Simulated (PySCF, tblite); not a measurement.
# C3H9B3N2: geometry, infrared bands and NMR shifts

What infrared bands and NMR shifts should C3H9B3N2 (`C#CCBB(N)BN`) show?

The runs use tblite 0.8.0 and PySCF 2.14.0, with density-fitted response routines of our own; the level of theory stands in each step. All values are computed, except where a source is named. Atoms are numbered from 0 throughout.

### Step 1. The starting structure

17 atoms, charge 0, multiplicity 1; geometry from: force field or distance geometry start.

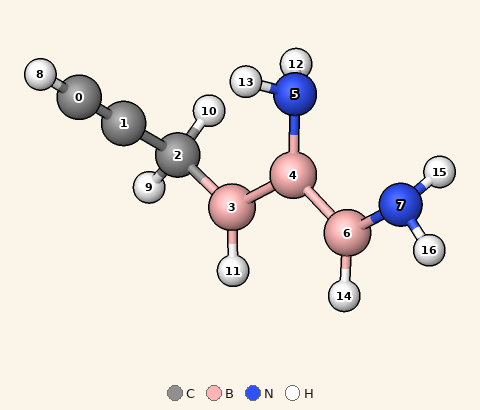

The starting geometry (carbon grey, boron pink, nitrogen blue, hydrogen white), atoms numbered.

### Step 2. Relaxing the molecule with GFN2-xTB

What the job is given:

```
{"job": {"kind": "relax", "xc": "GFN2-xTB", "basis": "xTB"}, "charge": 0, "multiplicity": 1}
C      2.347100     0.968200    -2.126600
C      2.228800     0.213900    -1.206600
C      2.117200    -0.718500    -0.063400
B      0.587600    -1.142600     0.118200
B     -0.580500    -0.076300     0.652600
N     -0.256000     1.395400     0.868500
B     -2.145400    -0.593700     0.811700
N     -3.234100     0.385000     1.225100
H      2.434800     1.636600    -2.939500
H      2.718000    -1.617700    -0.264700
H      2.477400    -0.228500     0.855800
H      0.288700    -2.286900    -0.026200
H      0.606300     1.446400     1.468600
H     -0.013600     1.809700    -0.061600
H     -2.417400    -1.717200     0.590500
H     -3.031800     0.692100     2.208000
H     -4.134100    -0.153700     1.266200
```

The run is started by

```console
$ OMP_NUM_THREADS=1 python probes_run.py task.json out
```

One launch serves the whole session: the jobs run in the order shown.

Output:

```text
step      E/eV     max force
  0    -554.71277    3.388
  1    -555.02543    2.372
  2    -554.92704    7.777
  3    -555.28533    1.135
  4    -555.36956    0.924
  5    -555.56210    1.948
  6    -555.64906    1.144
  7    -555.73634    0.664
  8    -555.88154    1.583
  9    -555.94747    0.761
 10    -556.01905    1.109
 11    -556.12593    1.300
 12    -556.23434    1.990
 13    -556.36831    0.903
 14    -556.45871    0.927
 15    -556.41868    2.738
 16    -556.53520    1.124
 17    -556.56981    0.495
 18    -556.64168    0.665
 19    -556.67856    0.627
 20    -556.72302    0.469
 21    -556.75880    0.516
 22    -556.78846    0.499
 23    -556.81821    0.519
 24    -556.84678    0.491
 25    -556.87159    0.403
 26    -556.88939    0.495
 27    -556.90097    0.332
 28    -556.90854    0.273
 29    -556.91602    0.193
 30    -556.92141    0.170
 31    -556.92492    0.150
 32    -556.92680    0.091
 33    -556.92830    0.095
 34    -556.92954    0.084
 35    -556.93079    0.082
 36    -556.93192    0.080
 37    -556.93307    0.078
 38    -556.93456    0.105
 39    -556.93665    0.121
 40    -556.93919    0.124
 41    -556.94187    0.122
 42    -556.94449    0.130
 43    -556.94744    0.132
 44    -556.95085    0.134
 45    -556.95446    0.149
 46    -556.95834    0.179
 47    -556.96294    0.188
 48    -556.96745    0.189
 49    -556.97070    0.139
 50    -556.97285    0.164
 51    -556.97525    0.153
 52    -556.97840    0.172
 53    -556.98287    0.189
 54    -556.98486    0.240
 55    -556.99021    0.186
 56    -556.99395    0.271
 57    -556.99971    0.232
 58    -557.00375    0.209
 59    -557.00844    0.254
 60    -557.01352    0.230
 61    -557.01904    0.355
 62    -557.02373    0.285
 63    -557.02811    0.189
 64    -557.03128    0.159
 65    -557.03512    0.145
 66    -557.03898    0.192
 67    -557.04299    0.176
 68    -557.04741    0.184
 69    -557.05260    0.206
 70    -557.05713    0.137
 71    -557.06022    0.144
 72    -557.06243    0.112
 73    -557.06453    0.105
 74    -557.06701    0.148
 75    -557.06925    0.141
 76    -557.07211    0.142
 77    -557.07586    0.178
 78    -557.08059    0.169
 79    -557.08555    0.159
 80    -557.09036    0.186
 81    -557.09518    0.176
 82    -557.10076    0.170
 83    -557.10714    0.176
 84    -557.11386    0.258
 85    -557.11781    0.351
 86    -557.12921    0.200
 87    -557.13967    0.191
 88    -557.14991    0.283
 89    -557.15310    0.351
 90    -557.15972    0.196
 91    -557.16408    0.149
 92    -557.16976    0.219
 93    -557.17404    0.195
 94    -557.17852    0.297
 95    -557.18274    0.232
 96    -557.18914    0.227
 97    -557.19430    0.246
 98    -557.19595    0.272
 99    -557.19989    0.253
100    -557.20324    0.248
101    -557.20630    0.142
102    -557.21142    0.154
103    -557.21480    0.185
104    -557.21804    0.184
105    -557.22121    0.221
106    -557.22380    0.217
107    -557.22422    0.498
108    -557.22977    0.158
109    -557.23133    0.086
110    -557.23290    0.088
111    -557.23423    0.088
112    -557.23618    0.125
113    -557.23816    0.132
114    -557.23977    0.145
115    -557.24093    0.120
116    -557.24224    0.118
117    -557.24327    0.134
118    -557.24456    0.100
119    -557.24571    0.084
120    -557.24657    0.071
121    -557.24706    0.069
122    -557.24799    0.069
123    -557.24892    0.067
124    -557.25000    0.076
125    -557.25100    0.078
126    -557.25201    0.068
127    -557.25312    0.076
128    -557.25452    0.085
129    -557.25639    0.101
130    -557.25841    0.126
131    -557.26011    0.108
132    -557.26137    0.066
133    -557.26232    0.078
134    -557.26337    0.090
135    -557.26462    0.115
136    -557.26583    0.096
137    -557.26688    0.076
138    -557.26791    0.071
139    -557.26887    0.070
140    -557.26964    0.057
141    -557.27013    0.055
142    -557.27046    0.045
143    -557.27076    0.043
144    -557.27110    0.045
145    -557.27138    0.035
146    -557.27154    0.025
147    -557.27162    0.025
148    -557.27169    0.028
149    -557.27179    0.027
150    -557.27191    0.027
151    -557.27207    0.027
152    -557.27225    0.025
153    -557.27245    0.027
154    -557.27262    0.035
155    -557.27276    0.033
156    -557.27288    0.025
157    -557.27299    0.028
158    -557.27309    0.029
159    -557.27318    0.027
160    -557.27326    0.024
161    -557.27332    0.015
162    -557.27336    0.016
163    -557.27339    0.013
164    -557.27341    0.014
165    -557.27346    0.020
166    -557.27355    0.029
167    -557.27371    0.031
168    -557.27394    0.036
169    -557.27417    0.036
170    -557.27435    0.031
171    -557.27449    0.036
172    -557.27466    0.044
173    -557.27499    0.051
174    -557.27550    0.057
175    -557.27621    0.059
176    -557.27691    0.077
177    -557.27751    0.111
178    -557.27761    0.132
179    -557.27863    0.071
180    -557.27902    0.035
181    -557.27950    0.062
182    -557.27963    0.040
183    -557.27974    0.039
184    -557.27982    0.048
185    -557.27988    0.029
186    -557.27993    0.019
187    -557.27998    0.030
188    -557.28004    0.043
189    -557.28010    0.036
190    -557.28017    0.025
191    -557.28024    0.022
192    -557.28033    0.027
193    -557.28045    0.029
194    -557.28061    0.044
195    -557.28082    0.033
196    -557.28116    0.049
197    -557.28158    0.054
198    -557.28190    0.047
199    -557.28208    0.037
200    -557.28215    0.019
201    -557.28219    0.009
```

It took 1.3 s on 1 thread of Arm Neoverse V1, shared host; peak memory 0.18 GiB.

Along the way: (not every step is listed) (the energy doesn't fall at every step)

```csv
step,energy from step 0 (eV),largest force (eV/Å)
0,0.0000,3.3885
1,-0.3127,2.3725
2,-0.2143,7.7772
3,-0.5726,1.1353
4,-0.6568,0.9242
5,-0.8493,1.9484
6,-0.9363,1.1437
7,-1.0236,0.6642
8,-1.1688,1.5833
26,-2.1766,0.4954
44,-2.2381,0.1340
62,-2.3110,0.2855
80,-2.3776,0.1865
98,-2.4832,0.2720
116,-2.5295,0.1180
134,-2.5506,0.0904
152,-2.5595,0.0249
170,-2.5616,0.0315
188,-2.5673,0.0433
196,-2.5684,0.0492
197,-2.5688,0.0536
198,-2.5691,0.0472
199,-2.5693,0.0368
200,-2.5694,0.0193
201,-2.5694,0.0094
```

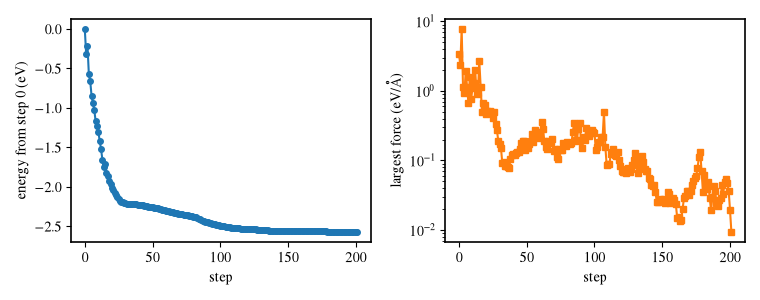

Energy and largest force along the relaxation.

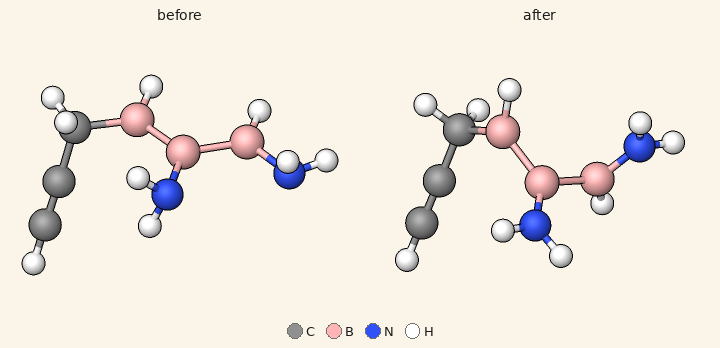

Before and after, at one scale.

Close pairs (by a distance rule), those that changed most:

```csv
bond,before (Å),after (Å),change (Å)
B6–N7,1.521,1.387,-0.134
B4–N5,1.522,1.392,-0.131
N5–H12,1.052,1.007,-0.044
N7–H15,1.049,1.007,-0.043
N7–H16,1.050,1.008,-0.042
N5–H13,1.047,1.007,-0.039
B3–B4,1.669,1.635,-0.035
C1–C2,1.479,1.446,-0.033
```

The next job starts from the end point, and lists it.

### Step 3. Harmonic vibrations with GFN2-xTB

What the job is given:

```
{"job": {"kind": "ir", "xc": "GFN2-xTB", "basis": "xTB"}, "charge": 0, "multiplicity": 1}
C      2.172880     0.501979    -2.169048
C      1.958220    -0.234717    -1.249902
C      1.731264    -1.110510    -0.121805
B      0.788521    -0.529033     1.028133
B     -0.363682     0.597032     0.749951
N     -0.275298     1.979907     0.881403
B     -1.817016    -0.105045     0.254098
N     -2.683637    -0.700145     1.159426
H      2.348540     1.145485    -2.978382
H      1.250280    -2.024436    -0.491755
H      2.704921    -1.419689     0.272953
H      0.858175    -1.135887     2.040233
H      0.565780     2.467859     1.144625
H     -1.027248     2.617030     0.672561
H     -2.157628    -0.149985    -0.875842
H     -2.507017    -0.744858     2.149613
H     -3.554055    -1.142958     0.910386
```

Output:

```text
mode    cm-1     km/mol
  1      24.0      0.22
  2      43.7      1.47
  3      66.8      1.90
  4      80.0      8.26
  5     143.8      4.13
  6     175.0      1.42
  7     232.8      1.06
  8     250.2     14.63
  9     284.2      0.88
 10     412.8      1.66
 11     497.7      1.89
 12     548.1      1.91
 13     563.7      7.67
 14     590.1      3.15
 15     613.0    144.62
 16     625.9    193.22
 17     635.2     35.82
 18     645.0     39.27
 19     673.8     15.15
 20     729.7     38.25
 21     789.8     54.26
 22     822.6     26.70
 23     850.7     15.35
 24     879.9     12.23
 25     992.7      1.09
 26    1036.7      9.97
 27    1083.7    160.36
 28    1086.8     57.24
 29    1113.9     11.49
 30    1240.7     12.01
 31    1320.7    175.10
 32    1364.2     61.28
 33    1420.3     12.12
 34    1553.3     53.66
 35    1561.3     28.16
 36    2291.7     45.98
 37    2529.0    263.64
 38    2532.8    151.18
 39    2905.8     34.13
 40    2935.3     51.32
 41    3394.3      0.08
 42    3454.7      3.19
 43    3456.1      6.47
 44    3475.7      0.24
 45    3494.7      5.30
```

It took 0.51 s on 1 thread of Arm Neoverse V1, shared host; peak memory 0.18 GiB.

The strongest bands and the atoms that carry them (share of the mass-weighted mode):

```csv
cm⁻¹,km/mol,atoms
613,144.6,"H12 29 %, H13 24 %, N5 17 %"
626,193.2,"H15 28 %, H16 26 %, N7 16 %, H12 11 %"
1084,160.4,"H14 25 %, B3 22 %, H11 18 %"
1087,57.2,"H14 29 %, B3 21 %, H11 15 %"
1321,175.1,"B6 46 %, N7 19 %, B4 14 %"
1364,61.3,"B4 51 %, N5 17 %, B6 15 %"
2529,263.6,H11 90 %
2533,151.2,H14 90 %
```

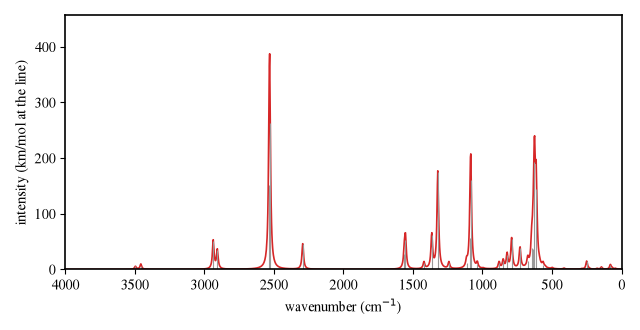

The infrared spectrum from these modes, unscaled. Lines are broadened to a width of 14 cm⁻¹ (Lorentzian).

### Step 4. Shielding tensors: PBE0/pcSseg-1

The job, as its differences from that of step 3:

```diff
@@ -1,2 +1,2 @@
-{"job": {"kind": "ir", "xc": "GFN2-xTB", "basis": "xTB"}, "charge": 0, "multiplicity": 1}
+{"job": {"kind": "nmr", "xc": "PBE0", "basis": "pcSseg-1"}, "charge": 0, "multiplicity": 1}
 C      2.172880     0.501979    -2.169048
```

Level: GIAO PBE0/pcSseg-1 NMR shielding, non-relativistic, gas phase.

Output:

```text
coarse grid: 14224 points
cycle   1  E = -303.2257384311  dE =  8.769e-01  |g| = 5.639e-01  |ddm| = 3.833e+00
cycle   2  E = -303.2355594789  dE = -9.821e-03  |g| = 5.606e-01  |ddm| = 1.210e+00
cycle   3  E = -303.3110120894  dE = -7.545e-02  |g| = 7.891e-02  |ddm| = 5.544e-01
cycle   4  E = -303.3122031602  dE = -1.191e-03  |g| = 3.426e-02  |ddm| = 8.207e-02
cycle   5  E = -303.3124742595  dE = -2.711e-04  |g| = 8.533e-03  |ddm| = 3.280e-02
cycle   6  E = -303.3124864266  dE = -1.217e-05  |g| = 5.154e-03  |ddm| = 1.060e-02
cycle   7  E = -303.3124928321  dE = -6.406e-06  |g| = 8.938e-04  |ddm| = 3.963e-03
final grid: 137584 points
cycle   8  E = -303.3497032465  dE = -3.939e-05  |g| = 9.044e-03  |ddm| = 3.862e-02
cycle   9  E = -303.3496956110  dE =  7.636e-06  |g| = 1.120e-02  |ddm| = 1.524e-02
cycle  10  E = -303.3497218734  dE = -2.626e-05  |g| = 1.429e-03  |ddm| = 7.394e-03
cycle  11  E = -303.3497224154  dE = -5.420e-07  |g| = 3.009e-04  |ddm| = 1.481e-03
cycle  12  E = -303.3497224265  dE = -1.107e-08  |g| = 2.124e-04  |ddm| = 3.338e-04
cycle  13  E = -303.3497224374  dE = -1.093e-08  |g| = 2.983e-05  |ddm| = 1.559e-04
cycle  14  E = -303.3497224376  dE = -2.294e-10  |g| = 8.360e-06  |ddm| = 3.375e-05
converged SCF energy = -303.3497224376

GIAO shielding tensors (ppm)
atom      isotropic    diamagn.    paramagn.     s11        s22        s33       span
  0 C      114.959     259.745    -144.785     42.400     48.884    253.594    211.194
  1 C       96.255     263.040    -166.785     -9.479      5.748    292.496    301.975
  2 C      165.244     250.961     -85.716    147.889    164.532    183.312     35.423
  3 B        2.757     193.080    -190.322   -109.795    -11.976    130.042    239.838
  4 B       40.116     198.430    -158.314    -15.706     25.166    110.887    126.593
  5 N      152.852     313.782    -160.929     66.024    166.090    226.443    160.420
  6 B       54.422     199.900    -145.477      1.245     37.489    124.533    123.287
  7 N      137.601     315.007    -177.406     27.073    166.283    219.446    192.373
  8 H       30.383      35.466      -5.083     25.133     25.761     40.255     15.123
  9 H       29.465      28.818       0.647     24.566     28.335     35.496     10.930
 10 H       28.828      26.199       2.629     23.250     28.306     34.928     11.678
 11 H       22.793      30.640      -7.847     13.438     26.173     28.767     15.329
 12 H       27.365      31.072      -3.707     23.321     25.098     33.675     10.354
 13 H       27.448      30.620      -3.172     23.702     24.663     33.978     10.276
 14 H       26.061      32.292      -6.230     23.307     26.964     27.913      4.607
 15 H       27.352      31.139      -3.787     23.457     25.623     32.977      9.519
 16 H       26.829      28.624      -1.795     23.003     23.415     34.069     11.065
```

It took 26 s on 1 thread of Arm Neoverse V1, shared host; peak memory 0.82 GiB.

The references, computed at this level on geometries of the same kind, shield at (ppm): ¹H TMS 31.72, ¹³C TMS 186.9, ¹⁵N NH3 267.7, ¹¹B BF3·OEt2 100.1. Their shielding less the atom's gives the shift. The references are single molecules in the gas phase, so shifts against H2O, NH3, PH3, H3PO4 or CFCl3 are not on the usual liquid scales and can be off by tens of ppm. Atoms listed in one row are averaged.

```csv
atoms,environment,σ (ppm),δ (ppm),δ scaled to CDCl3
C1,alkyne carbon,96.3,90.7,86.6
C0,terminal alkyne carbon,115.0,72.0,68.3
C2,propargylic sp3 CH2 bonded to B,165.2,21.7,19.2
H11,"hydrogen on a boron bonded to C, B",22.79,8.92,–
H14,"hydrogen on a boron bonded to B, N",26.06,5.66,–
"H15, H16",hydrogen on a nitrogen bonded to B,27.09,4.63,–
"H12, H13",hydrogen on a nitrogen bonded to B,27.41,4.31,–
"H9, H10",hydrogen on a propargylic sp3 CH2 bonded to B,29.15,2.57,2.53
H8,hydrogen on a terminal alkyne carbon,30.38,1.33,1.36
B3,"boron bonded to C, B, H",2.8,97.3,–
B4,"boron bonded to 2 B, N",40.1,60.0,–
B6,"boron bonded to B, N, H",54.4,45.6,–
N7,"nitrogen bonded to B, 2 H",137.6,130.1,–
N5,"nitrogen bonded to B, 2 H",152.9,114.9,–
```

The scaled column applies a straight-line fit of computed shieldings to shifts measured in CDCl3 (root-mean-square error 0.16 ppm for H, 1.9 ppm for C).

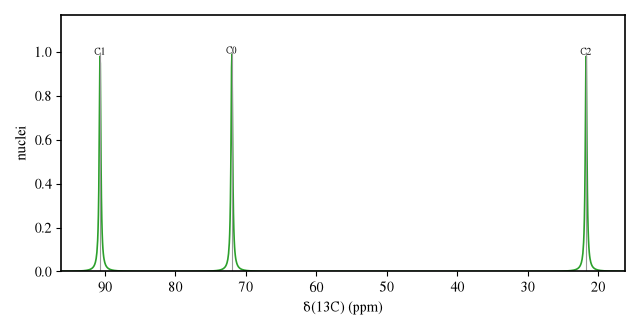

¹³C lines at the computed shifts, without couplings. Lines are broadened to a width of 0.28 ppm (Lorentzian).

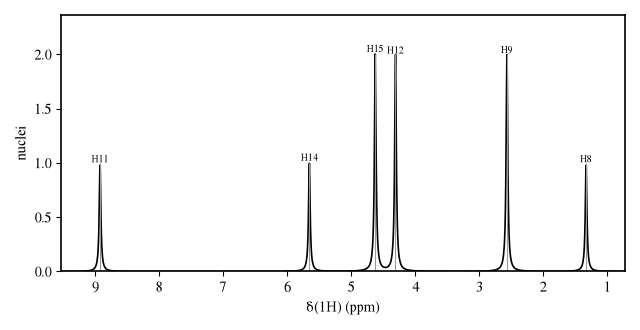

¹H lines at the computed shifts, without couplings. Lines are broadened to a width of 0.03 ppm (Lorentzian).

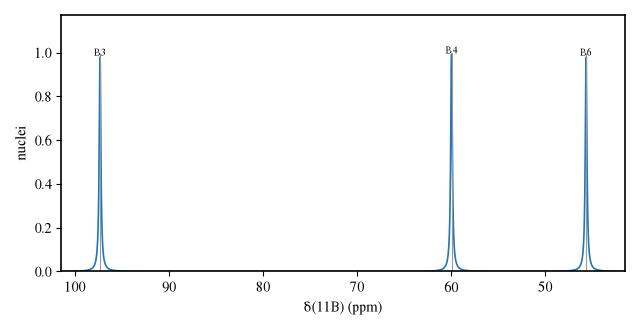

¹¹B lines at the computed shifts, without couplings. Lines are broadened to a width of 0.21 ppm (Lorentzian).

Charges from the same density, by scheme (e):

```csv
atoms,Mulliken,IAO,Hirshfeld,ESP fit
C0,-0.41,-0.28,-0.15,-0.61
C1,0.16,-0.01,-0.04,0.18
C2,-0.36,-0.41,-0.12,-0.43
B3,0.19,0.07,0.10,0.45
B4,0.07,-0.02,0.02,-0.03
N5,-0.44,-0.49,-0.23,-0.82
B6,0.09,0.01,0.06,0.40
N7,-0.44,-0.50,-0.23,-0.92
```

IAO charges:

C0 -0.28; C1 -0.01; C2 -0.41; B3 0.07; B4 -0.02; N5 -0.49; B6 0.01; N7 -0.50; H8 0.19; H9 0.19; H10 0.18; H11 0.01; H12 0.26; H13 0.26; H14 0.01; H15 0.26; H16 0.27

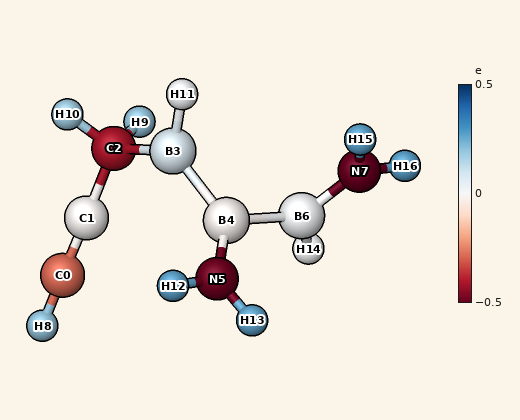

IAO charges, as colours on the atoms.

Mayer bond orders: C0–C1 2.56, C1–C2 1.11, C2–B3 0.93, B3–B4 1.05, B4–N5 1.38, B4–B6 0.97, B6–N7 1.39.

### Step 5. Outcome

```
                                                              quantity                                   value
                             strongest single infrared mode (GFN2-xTB)                   2529 cm⁻¹, 264 km/mol
                                          zero-point energy (GFN2-xTB)                           79.2 kcal/mol
                                ¹³C shifts against TMS (PBE0/pcSseg-1)                    90.7, 72.0, 21.7 ppm
¹H shifts against TMS (PBE0/pcSseg-1, means over atoms taken as alike)  8.92, 5.66, 4.63, 4.31, 2.57, 1.33 ppm
                           ¹¹B shifts against BF3·OEt2 (PBE0/pcSseg-1)                    97.3, 60.0, 45.6 ppm
                                ¹⁵N shifts against NH3 (PBE0/pcSseg-1)                        130.1, 114.9 ppm
```

What this shows: Over 201 steps the energy fell by 2.569 eV; of the close pairs, B6–N7 changed most, 1.521 to 1.387 Å. All 45 modes are real, so the xTB geometry is a minimum. Unscaled tight-binding wavenumbers are off by several per cent, some by more. Its intensities can rank the bands wrongly. At PBE0/pcSseg-1: Shielding is most anisotropic at C1 (span 302 ppm, paramagnetic term -167 ppm).
